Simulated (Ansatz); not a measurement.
**GeC+ (quartet): one geometry, many settings at distance Ge1–C2 = 1.740 Å**

What do other methods and options give for GeC+ (quartet) at this geometry, and how long do they take?

The runs use Ansatz 0.2.0, Gaussian basis; the settings change from run to run.

15 further runs of the same task are left out: 11 that didn't finish, 4 set aside as unsound or not needed.

## 1. What is computed

The geometry derives from a PBE0/def2-TZVP stationary point (not a proven minimum). One bond is set to the value named and the two fragments are kept rigid. No spin-orbit coupling is included. The filled d shell of Ge may be among the frozen orbitals whatever the setting's name suggests; the logs give the count.

2 atoms, charge 1, spin multiplicity 4.

Atoms are counted from 1 here; the program's logs count them from 0.

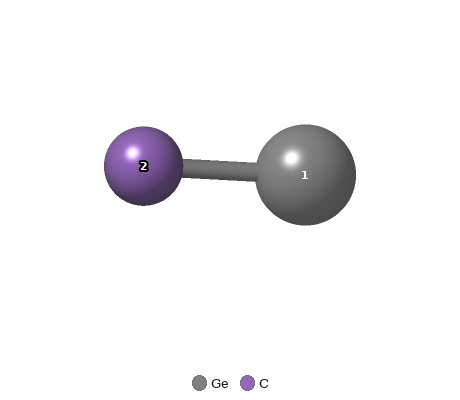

The structure; germanium grey, carbon purple; atoms are numbered from 1 in the order of the file.

## 2. CCSDT(Q)/B on ROHF/cc-pVDZ

in.yaml

```yaml
crystal:
  periodic: [false, false, false]
  atoms:
    - {symbol: Ge, position_ang: [0.000000, 0.000000, 0.000000]}
    - {symbol: C, position_ang: [0.000000, 0.000000, 1.740000]}
basis:
  gaussian: {orbitals: cc-pVDZ}
total_charge: 1
magnetization: {spin_polarized: false, initial_magnetization: 3}
correlation: {method: ccsdt_q_b, electrons: outside_noble_gas}
```

Run with:

```
> ansatz run in.yaml --threads 1 --pin off --events-out ev --progress --plain --max-ram 2393MiB
```

The program printed, shortened:

```text
Functional definition: HF
  name "HF"
  cite "Fock, Z. Phys. 61, 126 (1930) doi:10.1007/BF01340294"
  parent pbe
[...]
774 factors; integrals over basis functions are off by at most 1.5e-7 eV
[...]
mean field -57491.29641507 eV, -2112.7661742536 hartree, gradient 9.7e-7 eV, S^2 3.750000; 1 other end points of the search recorded, 0 dependent functions left out
[...]
15 core orbitals not correlated: weight in the atoms' cores, before any rotation towards them, 0.997 or more for the frozen orbitals, at most 0.002 for the correlated occupied ones
reference -57491.29641507 eV, -2112.7661742536 hartree; 5, 2 occupied and 21, 24 virtual orbitals, 774 factors
second order -2.86045330 eV of doubles, -0.02726940 eV of singles
cycle   1  -3.41690828 eV  change   -5.3e-1 eV  update   8.1e-2
[...]
cycle  17  -3.94732167 eV  change   -4.4e-7 eV  update   1.6e-7
perturbative correction -0.00865740 eV, -0.0003181535 hartree
Total energy: -57495.25239414 eV, -2112.9115538029 hartree
```

Run time: 4.2 s. Hardware: 1 thread of Arm Neoverse V2, shared host.

From the report: correlation -3.9560 eV; T1 0.057; largest double amplitude 0.10.

## 3. MP2 on ROHF/cc-pVDZ

Changes to in.yaml since step 2:

```diff
@@ -9,2 +9,3 @@
 magnetization: {spin_polarized: false, initial_magnetization: 3}
-correlation: {method: ccsdt_q_b, electrons: outside_noble_gas}
+correlation: {method: mp2, electrons: outside_noble_gas}
+output: {forces: true}
```

The command is unchanged.

The program printed, shortened:

```text
Functional definition: HF
  name "HF"
  cite "Fock, Z. Phys. 61, 126 (1930) doi:10.1007/BF01340294"
  parent pbe
[...]
462 factors; integrals over basis functions are off by at most 8.2e-4 eV
[...]
mean field -57491.29627070 eV, -2112.7661689479 hartree, gradient 1.2e-6 eV, S^2 3.750000; 1 other end points of the search recorded, 0 dependent functions left out
[...]
15 core orbitals not correlated: weight in the atoms' cores, before any rotation towards them, 0.997 or more for the frozen orbitals, at most 0.002 for the correlated occupied ones
reference -57491.29627070 eV, -2112.7661689479 hartree; 5, 2 occupied and 21, 24 virtual orbitals, 462 factors
second order -2.86045264 eV of doubles, -0.02726893 eV of singles
[...]
Total energy: -57494.18399226 eV, -2112.8722907581 hartree
Atom 0 at     0.000000     0.000000     0.000000 Å, force     0.000000     0.000000    -5.419907 eV/Å
Atom 1 at     0.000000     0.000000     1.740000 Å, force    -0.000000    -0.000000     5.419907 eV/Å
Dipole moment:    -0.000000     0.000000     0.032844 e Å
```

Wall time 1.1 s (1 thread of Arm Neoverse V2, shared host).

## 4. BCCD(T) on ROHF/cc-pVDZ

Changes to in.yaml since step 3:

```diff
@@ -9,3 +9,3 @@
 magnetization: {spin_polarized: false, initial_magnetization: 3}
-correlation: {method: mp2, electrons: outside_noble_gas}
-output: {forces: true}
+correlation: {method: bccd_t, electrons: valence}
+accuracy: high
```

The command is unchanged.

The program printed, shortened:

```text
Functional definition: HF
  name "HF"
  cite "Fock, Z. Phys. 61, 126 (1930) doi:10.1007/BF01340294"
  parent pbe
[...]
784 factors; integrals over basis functions are off by at most 4.4e-9 eV
[...]
mean field -57491.29641522 eV, -2112.7661742591 hartree, gradient 1.7e-8 eV, S^2 3.750000; 1 other end points of the search recorded, 0 dependent functions left out
[...]
10 core orbitals not correlated: weight in the atoms' cores, before any rotation towards them, 1.000 or more for the frozen orbitals, at most 0.000 for the correlated occupied ones
reference -57491.29641522 eV, -2112.7661742591 hartree; 10, 7 occupied and 21, 24 virtual orbitals, 784 factors
second order -3.30921433 eV of doubles, -0.02859708 eV of singles
cycle   1  -3.88253694 eV  change   -5.4e-1 eV  update   7.8e-2
[...]
cycle  22  -4.20717465 eV  change   8.8e-10 eV  update   1.5e-9
perturbative correction -0.18408645 eV, -0.0067650522 hartree
Total energy: -57495.68767632 eV, -2112.9275501279 hartree
```

Run time: 3 s. Hardware: 1 thread of Arm Neoverse V2, shared host.

From the report: correlation -4.3913 eV; largest double amplitude 0.08.

## 5. HF/def2-SVPD

in.yaml

```yaml
crystal:
  periodic: [false, false, false]
  atoms:
    - {symbol: Ge, position_ang: [0.000000, 0.000000, 0.000000]}
    - {symbol: C, position_ang: [0.000000, 0.000000, 1.740000]}
basis:
  gaussian: {orbitals: def2-SVPD}
total_charge: 1
magnetization: {spin_polarized: true, initial_magnetization: 3}
hamiltonian: {xc: hf, pseudopotentials: {relativity: none}}
accuracy: high
output: {orbitals: {seedname: orbitals}}
```

The command is unchanged.

The program printed:

```text
Functional definition: HF
  name "HF"
  cite "Fock, Z. Phys. 61, 126 (1930) doi:10.1007/BF01340294"
  parent pbe
  exchange = exact_x
  correlation = 0
1018 factors; integrals over basis functions are off by at most 4.8e-9 eV
mean field evaluation 1: about -57480.8947 eV, gradient 1.7e1 eV
mean field evaluation 2: about -57480.9647 eV, gradient 1.7e1 eV
mean field evaluation 4: about -57483.5348 eV, gradient 3.0e0 eV
mean field evaluation 8: about -57484.0618 eV, gradient 1.4e-1 eV
mean field evaluation 16: about -57484.0631 eV, gradient 1.1e-8 eV
mean field evaluation 32: about -57482.7105 eV, gradient 5.5e0 eV
mean field -57484.06308867 eV, -2112.5003544111 hartree, gradient 3.6e-8 eV, S^2 3.754181; 0 other end points of the search recorded, 0 dependent functions left out
reference -57484.06308867 eV, -2112.5003544111 hartree; 20, 17 occupied and 38, 41 virtual orbitals, 1018 factors
Total energy: -57484.06308867 eV, -2112.5003544111 hartree
```

Run time: 1.5 s. Hardware: 1 thread of Arm Neoverse V2, shared host.

From the report: ⟨S²⟩ of the determinant 3.754 (pure quartet: 3.75).

## 6. CCSDT(Q) on ROHF/6-31G

in.yaml

```yaml
crystal:
  periodic: [false, false, false]
  atoms:
    - {symbol: Ge, position_ang: [0.000000, 0.000000, 0.000000]}
    - {symbol: C, position_ang: [0.000000, 0.000000, 1.740000]}
basis:
  gaussian: {orbitals: 6-31G}
total_charge: 1
magnetization: {spin_polarized: false, initial_magnetization: 3}
correlation: {method: ccsdt_q, electrons: outside_noble_gas}
scf: {lower_state_search: off}
output: {forces: true}
```

Same command.

The program printed, shortened:

```text
Functional definition: HF
  name "HF"
  cite "Fock, Z. Phys. 61, 126 (1930) doi:10.1007/BF01340294"
  parent pbe
[...]
633 factors; integrals over basis functions are off by at most 7.8e-8 eV
[...]
mean field -57482.59973166 eV, -2112.4465770330 hartree, gradient 3.1e-6 eV, S^2 3.750000; 0 other end points of the search recorded, 0 dependent functions left out
15 core orbitals not correlated: weight in the atoms' cores, before any rotation towards them, 0.994 or more for the frozen orbitals, at most 0.004 for the correlated occupied ones
reference -57482.59973166 eV, -2112.4465770330 hartree; 5, 2 occupied and 18, 21 virtual orbitals, 633 factors
second order -1.70866178 eV of doubles, -0.02417315 eV of singles
cycle   1  -2.09561108 eV  change   -3.6e-1 eV  update   7.7e-2
[...]
cycle  16  -2.52052740 eV  change   -3.1e-7 eV  update   2.3e-7
perturbative correction -0.00661583 eV, -0.0002431274 hartree
[...]
Total energy: -57485.12687489 eV, -2112.5394478337 hartree
Atom 0 at     0.000000     0.000000     0.000000 Å, force     0.000000     0.000000    -6.183296 eV/Å
Atom 1 at     0.000000     0.000000     1.740000 Å, force    -0.000000    -0.000000     6.183296 eV/Å
Dipole moment:     0.000000    -0.000000     0.009482 e Å
Checks for a lower state left out: starts, cluster_reference, orbital_swaps, neighbouring_geometries, increment
```

It took 12 s on 1 thread of Arm Neoverse V2, shared host.

From the report: correlation -2.5271 eV; T1 0.052; largest double amplitude 0.11.

## 7. All runs side by side

Where basis and cores are those of an earlier FCI/cc-pVDZ run (-57495.2524 eV), and the state is the same kind, the miss against it is given.

```csv
level,correlated,functions,energy (eV),from FCI (meV),time
CCSDT(Q)/B on ROHF/cc-pVDZ,outside noble gas,41,-57495.2524,0.0,4.2 s
MP2 on ROHF/cc-pVDZ,outside noble gas,41,-57494.1840,1068.4,1.1 s
BCCD(T) on ROHF/cc-pVDZ,valence,41,-57495.6877,,3 s
HF/def2-SVPD,,58,-57484.0631,,1.5 s
CCSDT(Q) on ROHF/6-31G,outside noble gas,38,-57485.1269,,12 s
```

## 8. Summary of results

```
quantity                         value
    runs                             5
quickest    MP2 on ROHF/cc-pVDZ, 1.1 s
 slowest  CCSDT(Q) on ROHF/6-31G, 12 s
```

**Reading.** Total energies in different bases, with other cores or another treatment of relativity can't be set against each other. CCSDT(Q) on ROHF/6-31G took 11 times as long as MP2 on ROHF/cc-pVDZ; the jobs differ in more than the method. Among the correlated runs with a miss given, it spans +0 to +1068 meV.
